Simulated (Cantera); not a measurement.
A closed system holds: 1 mol n-butane, 0.62 mol H₂, 4.3 mol H₂O, held at 0.000260 bar.

These are equilibrium values from Cantera (NASA tables, ideal gas, pure condensed phases), not measurements of a reactor. Candidate condensed phases: C, C₆H₆, C₇H₈, C₈H₁₈, H₂O; 110 gas species. The numbers say what is thermodynamically allowed, not how fast it happens.

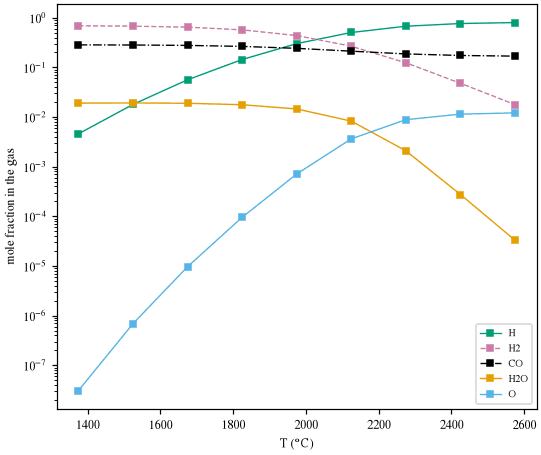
Fig. 1. Equilibrium gas composition (values under 1e-9 drawn at 1e-9)

From 1375 °C to 2575 °C nothing is condensed. The main C-bearing gas is CO throughout.
